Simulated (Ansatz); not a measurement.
# ClHOS₂W: single points with varied inputs

Aim: run ClHOS₂W under a spread of inputs, and see what each costs and gives.

Method: the settings change from run to run; program: Ansatz 0.2.0, Gaussian basis.

## Step 1: The geometry

The geometry comes from an earlier relaxation with PBE0-D4 in a triple-zeta def2 set; it is a stationary point. W takes a core potential in def2 sets; no spin-orbit term is included.

SMILES `[OH][W](=[S])(=[S])[Cl]`, 6 atoms, charge 0, spin multiplicity 1.

Atoms are counted from 1 here; the program's logs count them from 0.

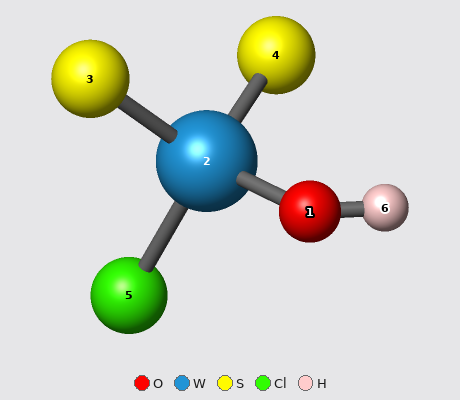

The structure; oxygen red, tungsten blue, sulfur yellow, chlorine green, hydrogen pink; atoms are numbered from 1 in the order of the file.

Coordinates:

```
O    -0.7176    1.2795    0.3612
W     0.2975   -0.2121   -0.1015
S     2.1972   -0.0383    0.8183
S    -0.6508   -1.9712    0.5950
Cl    0.5597   -0.3520   -2.3346
H    -1.6439    1.2303    0.6154
```

## Step 2: rPW86-PBE/def2-mTZVPP

Options: charge +1, multiplicity 2, D3(BJ) with three-body dispersion.

in.yaml

```yaml
crystal:
  periodic: [false, false, false]
  atoms:
    - {symbol: O, position_ang: [-0.717561, 1.279465, 0.361175]}
    - {symbol: W, position_ang: [0.297451, -0.212129, -0.101513]}
    - {symbol: S, position_ang: [2.197152, -0.038337, 0.818328]}
    - {symbol: S, position_ang: [-0.650750, -1.971250, 0.594987]}
    - {symbol: Cl, position_ang: [0.559714, -0.352007, -2.334555]}
    - {symbol: H, position_ang: [-1.643907, 1.230258, 0.615378]}
basis:
  gaussian: {orbitals: def2-mTZVPP}
total_charge: 1
magnetization: {spin_polarized: true, initial_magnetization: 1}
hamiltonian: {xc: {name: rPW86-PBE}, dispersion: d3bjatm}
output: {forces: true}
```

Started as:

```
ansatz run in.yaml --threads 4 --pin off --events-out ev --progress --plain --max-ram 10444MiB
```

The program printed:

```text
Functional definition: rPW86-PBE
  name "rPW86-PBE"
  cite "Murray, Lee & Langreth, J. Chem. Theory Comput. 5, 2754 (2009) doi:10.1021/ct900365q"
  cite "Perdew, Burke & Ernzerhof, Phys. Rev. Lett. 77, 3865 (1996) doi:10.1103/PhysRevLett.77.3865"
  parent pbe
  exchange = rpw86_x
  correlation = pbe_c
1309 factors; their error is unknown
mean field evaluation 1: about -38101.6646 eV, gradient 6.6e1 eV
mean field evaluation 2: about -37915.7856 eV, gradient 1.6e2 eV
mean field evaluation 4: about -38114.6192 eV, gradient 2.5e1 eV
mean field evaluation 8: about -38117.5897 eV, gradient 2.5e0 eV
mean field evaluation 16: about -38117.6016 eV, gradient 1.9e-3 eV
mean field evaluation 32: about -38117.5797 eV, gradient 1.7e0 eV
mean field -38117.60161382 eV, -1400.7960222696 hartree, gradient 4.4e-5 eV, S^2 0.764134; 6 other end points of the search recorded, 0 dependent functions left out
the calculation of the forces begins
reference -38117.60171680 eV, -1400.7960260540 hartree; 36, 35 occupied and 110, 111 virtual orbitals, 1309 factors
Total energy: -38117.85326901 eV, -1400.8052704273 hartree
Atom 0 at    -0.717561     1.279465     0.361175 Å, force     0.559726     0.178775    -0.139729 eV/Å
Atom 1 at     0.297451    -0.212129    -0.101513 Å, force    -1.181763     1.340604    -1.994546 eV/Å
Atom 2 at     2.197152    -0.038337     0.818328 Å, force     1.957818    -0.103684     1.176751 eV/Å
Atom 3 at    -0.650750    -1.971250     0.594987 Å, force    -0.473664    -1.627668     0.787958 eV/Å
Atom 4 at     0.559714    -0.352007    -2.334555 Å, force     0.017181    -0.007141    -0.108797 eV/Å
Atom 5 at    -1.643907     1.230258     0.615378 Å, force    -0.879299     0.219115     0.278363 eV/Å
Dipole moment:    -0.270088    -0.062174     0.287519 e Å
```

Run time: 12 s. Hardware: 4 threads of Arm Neoverse V2, shared host.

Largest force 2.678 eV/Å, ⟨S²⟩ 0.764.

## Step 3: wB97X/def2-TZVPD

This run has charge +1, multiplicity 2, the search for lower states set to off.

in.yaml: that of step 2 with these lines changed.

```diff
@@ -10,6 +10,6 @@
 basis:
-  gaussian: {orbitals: def2-mTZVPP}
+  gaussian: {orbitals: def2-TZVPD}
 total_charge: 1
 magnetization: {spin_polarized: true, initial_magnetization: 1}
-hamiltonian: {xc: {name: rPW86-PBE}, dispersion: d3bjatm}
-output: {forces: true}
+hamiltonian: {xc: {name: wB97X}}
+scf: {lower_state_search: off}
```

Launched as before.

The program printed, cut to the lines that bear on the results:

```text
Functional definition: wB97X
  name "wB97X"
  cite "Chai & Head-Gordon, J. Chem. Phys. 128, 084106 (2008) doi:10.1063/1.2834918"
  cite "Becke, J. Chem. Phys. 107, 8554 (1997) doi:10.1063/1.475007"
[...]
  # The coefficients of nought are those of the uniform gas.
[...]
      + exact_x_lr(omega)
[...]
      + integral(e_c_pw_opposite_spin*poly(b97_u_opposite, 1, cos1, cos2, cos3, cos4))
[...]
1502 factors; their error is unknown
337 factors; integrals over basis functions are off by at most 4.0e-5 eV
[...]
mean field -38080.00119165 eV, -1399.4142322412 hartree, gradient 6.6e-6 eV, S^2 0.840347; 0 other end points of the search recorded, 0 dependent functions left out
reference -38080.00113906 eV, -1399.4142303087 hartree; 36, 35 occupied and 194, 195 virtual orbitals, 1502 factors
Total energy: -38080.00113906 eV, -1399.4142303087 hartree
Checks for a lower state left out: stability, starts, cluster_reference, orbital_swaps, neighbouring_geometries, increment
```

Run time: 18 s. Hardware: 4 threads of Arm Neoverse V2, shared host; peak memory 0.99 GiB.

⟨S²⟩ 0.840.

## Step 4: r2SCAN50/def2-SVP

Set apart from the defaults: D3(BJ) with three-body dispersion.

in.yaml: that of step 3 with these lines changed.

```diff
@@ -10,6 +10,3 @@
 basis:
-  gaussian: {orbitals: def2-TZVPD}
-total_charge: 1
-magnetization: {spin_polarized: true, initial_magnetization: 1}
-hamiltonian: {xc: {name: wB97X}}
-scf: {lower_state_search: off}
+  gaussian: {orbitals: def2-SVP}
+hamiltonian: {xc: {name: r2SCAN50}, dispersion: d3bjatm}
```

The command is unchanged.

The program printed, cut to the lines that bear on the results:

```text
Functional definition: r2SCAN50
  name "r2SCAN50"
  cite "Bursch, Neugebauer, Ehlert & Grimme, J. Chem. Phys. 156, 134105 (2022) doi:10.1063/5.0086040"
  cite "Furness, Kaplan, Ning, Perdew & Sun, J. Phys. Chem. Lett. 11, 8208 (2020) doi:10.1021/acs.jpclett.0c02405"
  cite "Furness, Kaplan, Ning, Perdew & Sun, J. Phys. Chem. Lett. 11, 9248 (2020) doi:10.1021/acs.jpclett.0c03077"
  parent r2scan
[...]
972 factors; integrals over basis functions are off by at most 1.1e-3 eV
[...]
mean field -38068.08928771 eV, -1398.9764778455 hartree, gradient 4.1e-5 eV, S^2 0.000000; 0 other end points of the search recorded, 0 dependent functions left out
reference -38068.08930004 eV, -1398.9764782987 hartree; 36, 36 occupied and 69, 69 virtual orbitals, 972 factors
Total energy: -38068.19259870 eV, -1398.9802744546 hartree
```

It took 3.7 s on 4 threads of Arm Neoverse V2, shared host.

## Step 5: r2SCAN/def2-TZVP

This run has atoms shaken by 0.03 Å, high accuracy.

in.yaml

```yaml
crystal:
  periodic: [false, false, false]
  atoms:
    - {symbol: O, position_ang: [-0.720353, 1.286025, 0.349682]}
    - {symbol: W, position_ang: [0.316662, -0.214620, -0.153725]}
    - {symbol: S, position_ang: [2.225000, -0.056679, 0.744846]}
    - {symbol: S, position_ang: [-0.693491, -1.994205, 0.549577]}
    - {symbol: Cl, position_ang: [0.571702, -0.333464, -2.287824]}
    - {symbol: H, position_ang: [-1.645602, 1.239110, 0.604325]}
basis:
  gaussian: {orbitals: def2-TZVP}
hamiltonian: {xc: {name: r2SCAN}}
accuracy: high
```

Same command.

The program printed:

```text
Functional definition: r2SCAN
  name "r2SCAN"
  cite "Furness, Kaplan, Ning, Perdew & Sun, J. Phys. Chem. Lett. 11, 8208 (2020) doi:10.1021/acs.jpclett.0c02405"
  cite "Furness, Kaplan, Ning, Perdew & Sun, J. Phys. Chem. Lett. 11, 9248 (2020) doi:10.1021/acs.jpclett.0c03077"
  parent r2scan
  parameter k0 = 0.174
  parameter k1 = 0.065
  parameter a1 = 4.9479
  exchange = r2scan_x(k0 = k0, k1 = k1, a1 = a1)
  correlation = r2scan_c
3145 factors; integrals over basis functions are off by at most 6.0e-9 eV
mean field evaluation 1: about -38081.5976 eV, gradient 6.2e1 eV
mean field evaluation 2: about -37992.8795 eV, gradient 2.0e2 eV
mean field evaluation 4: about -38084.2881 eV, gradient 4.2e1 eV
mean field evaluation 8: about -38088.3646 eV, gradient 1.5e0 eV
mean field evaluation 16: about -38088.3580 eV, gradient 4.5e-3 eV
mean field -38088.35804988 eV, -1399.7213411166 hartree, gradient 7.1e-8 eV, S^2 0.000000; 0 other end points of the search recorded, 0 dependent functions left out
reference -38088.35805063 eV, -1399.7213411444 hartree; 36, 36 occupied and 152, 152 virtual orbitals, 3145 factors
Total energy: -38088.35805063 eV, -1399.7213411444 hartree
```

It took 15 s on 4 threads of Arm Neoverse V2, shared host; peak memory 0.9 GiB.

## Step 6: HSE06/def2-SVP

Options: a grid of angular degree 23, finite nuclei, D3(BJ) with three-body dispersion.

in.yaml

```yaml
crystal:
  periodic: [false, false, false]
  atoms:
    - {symbol: O, position_ang: [-0.717561, 1.279465, 0.361175]}
    - {symbol: W, position_ang: [0.297451, -0.212129, -0.101513]}
    - {symbol: S, position_ang: [2.197152, -0.038337, 0.818328]}
    - {symbol: S, position_ang: [-0.650750, -1.971250, 0.594987]}
    - {symbol: Cl, position_ang: [0.559714, -0.352007, -2.334555]}
    - {symbol: H, position_ang: [-1.643907, 1.230258, 0.615378]}
basis:
  gaussian: {orbitals: def2-SVP, final_grid: {core_spheres: 8, valence_spheres: 7, degree: 23}, nuclear_model: gaussian}
hamiltonian: {xc: {name: HSE06}, dispersion: d3bjatm}
output: {forces: true}
```

The command is unchanged.

The program printed, cut to the lines that bear on the results:

```text
Functional definition: HSE06
  name "HSE06"
  cite "Heyd, Scuseria & Ernzerhof, J. Chem. Phys. 118, 8207 (2003) doi:10.1063/1.1564060"
  cite "Krukau, Vydrov, Izmaylov & Scuseria, J. Chem. Phys. 125, 224106 (2006) doi:10.1063/1.2404663"
  cite "Heyd & Scuseria, J. Chem. Phys. 120, 7274 (2004) doi:10.1063/1.1668634"
  cite "Ernzerhof & Perdew, J. Chem. Phys. 109, 3313 (1998) doi:10.1063/1.476928"
  cite "Perdew, Burke & Ernzerhof, Phys. Rev. Lett. 77, 3865 (1996) doi:10.1103/PhysRevLett.77.3865"
  parent pbe
[...]
  # The whole range is PBE's own exchange, as in plane waves. The composition of these papers is wPBEh.
[...]
972 factors; integrals over basis functions are off by at most 1.1e-3 eV
87 factors; integrals over basis functions are off by at most 5.6e-7 eV
[...]
mean field -38060.63155437 eV, -1398.7024112006 hartree, gradient 6.0e-5 eV, S^2 0.000000; 0 other end points of the search recorded, 0 dependent functions left out
[...]
reference -38060.63161635 eV, -1398.7024134782 hartree; 36, 36 occupied and 69, 69 virtual orbitals, 972 factors
Total energy: -38060.85357285 eV, -1398.7105702291 hartree
Atom 0 at    -0.717561     1.279465     0.361175 Å, force     0.111780     0.062454     0.031237 eV/Å
Atom 1 at     0.297451    -0.212129    -0.101513 Å, force    -0.046170     0.188800    -0.051688 eV/Å
Atom 2 at     2.197152    -0.038337     0.818328 Å, force     0.220440    -0.012422     0.128172 eV/Å
Atom 3 at    -0.650750    -1.971250     0.594987 Å, force    -0.104841    -0.235512     0.123774 eV/Å
Atom 4 at     0.559714    -0.352007    -2.334555 Å, force     0.058925    -0.048968    -0.302277 eV/Å
Atom 5 at    -1.643907     1.230258     0.615378 Å, force    -0.240135     0.045649     0.070781 eV/Å
Dipole moment:    -0.496699     0.243260    -0.000852 e Å
```

Wall time 1.4 s (4 threads of Arm Neoverse V2, shared host).

Largest force 0.312 eV/Å, dipole 2.66 D.

## Step 7: r2SCAN50/def2-SVPD

Options: coordinates scaled by 0.92, D3(BJ) dispersion, high accuracy, the search for lower states set to off.

in.yaml

```yaml
crystal:
  periodic: [false, false, false]
  atoms:
    - {symbol: O, position_ang: [-0.660156, 1.177108, 0.332281]}
    - {symbol: W, position_ang: [0.273655, -0.195159, -0.093392]}
    - {symbol: S, position_ang: [2.021380, -0.035270, 0.752862]}
    - {symbol: S, position_ang: [-0.598690, -1.813550, 0.547388]}
    - {symbol: Cl, position_ang: [0.514937, -0.323847, -2.147790]}
    - {symbol: H, position_ang: [-1.512394, 1.131837, 0.566148]}
basis:
  gaussian: {orbitals: def2-SVPD}
hamiltonian: {xc: {name: r2SCAN50}, dispersion: d3bj}
accuracy: high
scf: {lower_state_search: off}
output: {forces: true}
```

Same command.

The program printed, cut to the lines that bear on the results:

```text
Warning: the engine holds no damping parameters fitted to this dispersion correction and functional, so the run takes those fitted to r2scan50 beside the three-body term, which d3bj leaves out (hamiltonian.dispersion, under Limitations)
Functional definition: r2SCAN50
  name "r2SCAN50"
  cite "Bursch, Neugebauer, Ehlert & Grimme, J. Chem. Phys. 156, 134105 (2022) doi:10.1063/5.0086040"
  cite "Furness, Kaplan, Ning, Perdew & Sun, J. Phys. Chem. Lett. 11, 8208 (2020) doi:10.1021/acs.jpclett.0c02405"
  cite "Furness, Kaplan, Ning, Perdew & Sun, J. Phys. Chem. Lett. 11, 9248 (2020) doi:10.1021/acs.jpclett.0c03077"
  parent r2scan
[...]
2769 factors; integrals over basis functions are off by at most 4.0e-9 eV
[...]
mean field -38066.31074384 eV, -1398.9111175640 hartree, gradient 8.0e-8 eV, S^2 0.000000; 0 other end points of the search recorded, 0 dependent functions left out
[...]
reference -38066.31074451 eV, -1398.9111175886 hartree; 36, 36 occupied and 111, 111 virtual orbitals, 2769 factors
Total energy: -38066.41736852 eV, -1398.9150359486 hartree
Atom 0 at    -0.660156     1.177108     0.332281 Å, force     0.274808     5.912100     0.656683 eV/Å
Atom 1 at     0.273655    -0.195159    -0.093392 Å, force     0.051889     0.722757    -2.691488 eV/Å
Atom 2 at     2.021380    -0.035270     0.752862 Å, force     7.697995     0.680945     3.751493 eV/Å
Atom 3 at    -0.598690    -1.813550     0.547388 Å, force    -3.908841    -7.155285     2.901842 eV/Å
Atom 4 at     0.514937    -0.323847    -2.147790 Å, force     0.701828    -0.368602    -5.994793 eV/Å
Atom 5 at    -1.512394     1.131837     0.566148 Å, force    -4.817679     0.208085     1.376263 eV/Å
Dipole moment:    -0.468482     0.253096    -0.052996 e Å
Checks for a lower state left out: stability, starts, cluster_reference, orbital_swaps, neighbouring_geometries, increment
```

Wall time 14 s (4 threads of Arm Neoverse V2, shared host); peak memory 0.67 GiB.

Largest force 8.654 eV/Å, dipole 2.57 D.

## Step 8: BLYP/def2-SVPD

This run has unrestricted orbitals, finite nuclei, D4 dispersion.

in.yaml

```yaml
crystal:
  periodic: [false, false, false]
  atoms:
    - {symbol: O, position_ang: [-0.717561, 1.279465, 0.361175]}
    - {symbol: W, position_ang: [0.297451, -0.212129, -0.101513]}
    - {symbol: S, position_ang: [2.197152, -0.038337, 0.818328]}
    - {symbol: S, position_ang: [-0.650750, -1.971250, 0.594987]}
    - {symbol: Cl, position_ang: [0.559714, -0.352007, -2.334555]}
    - {symbol: H, position_ang: [-1.643907, 1.230258, 0.615378]}
basis:
  gaussian: {orbitals: def2-SVPD, nuclear_model: gaussian}
magnetization: {spin_polarized: true, initial_magnetization: 0}
hamiltonian: {xc: {name: BLYP}, dispersion: d4}
output: {forces: true}
```

Same command.

The program printed, cut to the lines that bear on the results:

```text
Functional definition: BLYP
  name "BLYP"
  cite "Becke, Phys. Rev. A 38, 3098 (1988) doi:10.1103/PhysRevA.38.3098"
  cite "Lee, Yang & Parr, Phys. Rev. B 37, 785 (1988) doi:10.1103/PhysRevB.37.785"
[...]
1381 factors; their error is unknown
[...]
mean field -38075.74940924 eV, -1399.2579821198 hartree, gradient 5.3e-5 eV, S^2 0.000000; 0 other end points of the search recorded, 0 dependent functions left out
[...]
reference -38075.74976906 eV, -1399.2579953427 hartree; 36, 36 occupied and 111, 111 virtual orbitals, 1381 factors
Total energy: -38076.29894035 eV, -1399.2781770156 hartree
Atom 0 at    -0.717561     1.279465     0.361175 Å, force    -0.061900     0.966565     0.205414 eV/Å
Atom 1 at     0.297451    -0.212129    -0.101513 Å, force    -0.058095     0.139070    -0.556461 eV/Å
Atom 2 at     2.197152    -0.038337     0.818328 Å, force     1.306839     0.115585     0.661858 eV/Å
Atom 3 at    -0.650750    -1.971250     0.594987 Å, force    -0.631679    -1.204001     0.505690 eV/Å
Atom 4 at     0.559714    -0.352007    -2.334555 Å, force     0.136689    -0.083777    -1.008430 eV/Å
Atom 5 at    -1.643907     1.230258     0.615378 Å, force    -0.691854     0.066559     0.191929 eV/Å
Dipole moment:    -0.450600     0.217592     0.006701 e Å
```

Wall time 4.2 s (4 threads of Arm Neoverse V2, shared host).

Largest force 1.469 eV/Å, dipole 2.40 D, ⟨S²⟩ 0.000.

## Step 9: PBEsol/def2-mTZVPP

This run has a point charge of 2.00 e beside it, relativity set to scalar.

in.yaml: that of step 8 with these lines changed.

```diff
@@ -10,5 +10,4 @@
 basis:
-  gaussian: {orbitals: def2-SVPD, nuclear_model: gaussian}
-magnetization: {spin_polarized: true, initial_magnetization: 0}
-hamiltonian: {xc: {name: BLYP}, dispersion: d4}
+  gaussian: {orbitals: def2-mTZVPP, point_charges: [{charge: 2.00, position_ang: [6.117, -0.344, 0.600]}]}
+hamiltonian: {xc: {name: PBEsol}, pseudopotentials: {relativity: scalar}}
 output: {forces: true}
```

Launched as before.

The program printed, cut to the lines that bear on the results:

```text
Functional definition: PBEsol
  name "PBEsol"
  cite "Perdew et al., Phys. Rev. Lett. 100, 136406 (2008) doi:10.1103/PhysRevLett.100.136406"
  cite "Perdew, Burke & Ernzerhof, Phys. Rev. Lett. 77, 3865 (1996) doi:10.1103/PhysRevLett.77.3865"
  parent pbesol
[...]
1309 factors; their error is unknown
[...]
mean field -38101.04511783 eV, -1400.1875822642 hartree, gradient 3.0e-5 eV, S^2 0.000000; 0 other end points of the search recorded, 0 dependent functions left out
[...]
reference -38101.04515476 eV, -1400.1875836214 hartree; 36, 36 occupied and 110, 110 virtual orbitals, 1309 factors
Total energy: -38101.04515476 eV, -1400.1875836214 hartree
Relativity: scalar
Atom 0 at    -0.717561     1.279465     0.361175 Å, force     0.919025    -0.146823    -0.268488 eV/Å
Atom 1 at     0.297451    -0.212129    -0.101513 Å, force    -1.593397     0.140176    -1.077214 eV/Å
Atom 2 at     2.197152    -0.038337     0.818328 Å, force     2.566669     0.129217     0.882336 eV/Å
Atom 3 at    -0.650750    -1.971250     0.594987 Å, force    -0.089788    -0.171007     0.033775 eV/Å
Atom 4 at     0.559714    -0.352007    -2.334555 Å, force    -0.061891    -0.044637     0.092783 eV/Å
Atom 5 at    -1.643907     1.230258     0.615378 Å, force    -0.923761     0.042238     0.293075 eV/Å
Dipole moment:    -1.656679     0.068849    -0.237038 e Å
```

Wall time 1.8 s (4 threads of Arm Neoverse V2, shared host).

Largest force 2.717 eV/Å, dipole 8.05 D.

## Step 10: r2SCANh/def2-mTZVPP

Options: atoms shaken by 0.03 Å, a grid of angular degree 23.

in.yaml

```yaml
crystal:
  periodic: [false, false, false]
  atoms:
    - {symbol: O, position_ang: [-0.685891, 1.260094, 0.376682]}
    - {symbol: W, position_ang: [0.302014, -0.210081, -0.133436]}
    - {symbol: S, position_ang: [2.176649, -0.108439, 0.810721]}
    - {symbol: S, position_ang: [-0.672415, -2.008266, 0.589312]}
    - {symbol: Cl, position_ang: [0.533738, -0.384826, -2.343248]}
    - {symbol: H, position_ang: [-1.565600, 1.247759, 0.644689]}
basis:
  gaussian: {orbitals: def2-mTZVPP, final_grid: {core_spheres: 8, valence_spheres: 7, degree: 23}}
hamiltonian: {xc: {name: r2SCANh}}
```

Same command.

The program printed, cut to the lines that bear on the results:

```text
Functional definition: r2SCANh
  name "r2SCANh"
  cite "Bursch, Neugebauer, Ehlert & Grimme, J. Chem. Phys. 156, 134105 (2022) doi:10.1063/5.0086040"
  cite "Furness, Kaplan, Ning, Perdew & Sun, J. Phys. Chem. Lett. 11, 8208 (2020) doi:10.1021/acs.jpclett.0c02405"
  cite "Furness, Kaplan, Ning, Perdew & Sun, J. Phys. Chem. Lett. 11, 9248 (2020) doi:10.1021/acs.jpclett.0c03077"
  parent r2scan
[...]
1309 factors; their error is unknown
[...]
mean field -38085.99134260 eV, -1399.6343662286 hartree, gradient 1.2e-5 eV, S^2 0.000000; 0 other end points of the search recorded, 0 dependent functions left out
reference -38085.99135307 eV, -1399.6343666132 hartree; 36, 36 occupied and 110, 110 virtual orbitals, 1309 factors
Total energy: -38085.99135307 eV, -1399.6343666132 hartree
```

Wall time 2.4 s (4 threads of Arm Neoverse V2, shared host).

## Step 11: The runs in one table

```tsv
level	charge	multiplicity	geometry	functions	energy (eV)	time
rPW86-PBE/def2-mTZVPP	1	2	relaxed	146	-38117.853	12 s
wB97X/def2-TZVPD	1	2	relaxed	230	-38080.001	18 s
r2SCAN50/def2-SVP	0	1	relaxed	105	-38068.193	3.7 s
r2SCAN/def2-TZVP	0	1	shaken	188	-38088.358	15 s
HSE06/def2-SVP	0	1	relaxed	105	-38060.854	1.4 s
r2SCAN50/def2-SVPD	0	1	scaled	147	-38066.417	14 s
BLYP/def2-SVPD	0	1	relaxed	147	-38076.299	4.2 s
PBEsol/def2-mTZVPP	0	1	relaxed, point charge	146	-38101.045	1.8 s
r2SCANh/def2-mTZVPP	0	1	shaken	146	-38085.991	2.4 s
```

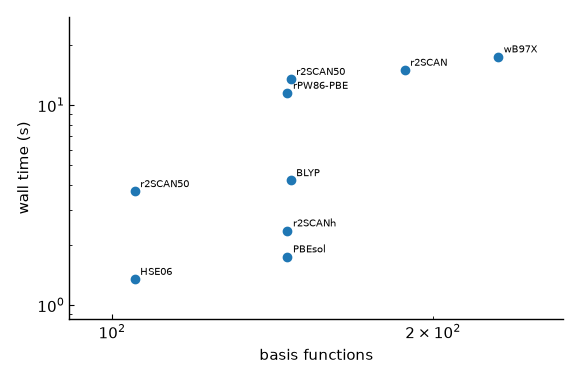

Wall time against the number of basis functions (shared host).

## Step 12: Summary of results

| quantity | value |
| --- | --- |
| runs | 9 |
| quickest | HSE06/def2-SVP, 1.4 s |
| slowest | wB97X/def2-TZVPD, 18 s |
| spread of total energies, same state and geometry | 15.4 eV |
| dipole, same state and geometry | 2.40 to 2.66 D |

**Reading.** Run time spans a factor of 13, from HSE06/def2-SVP to wB97X/def2-TZVPD. The jobs differ in tasks and options as well as level. The totals spread over 15 eV; they can't be compared across methods or bases. At the PBE0-D4/def2-TZVP geometry and in the same state, runs without warnings or point charges leave forces up to 1.47 eV/Å (BLYP/def2-SVPD), against 8.7 eV/Å where the atoms were moved.
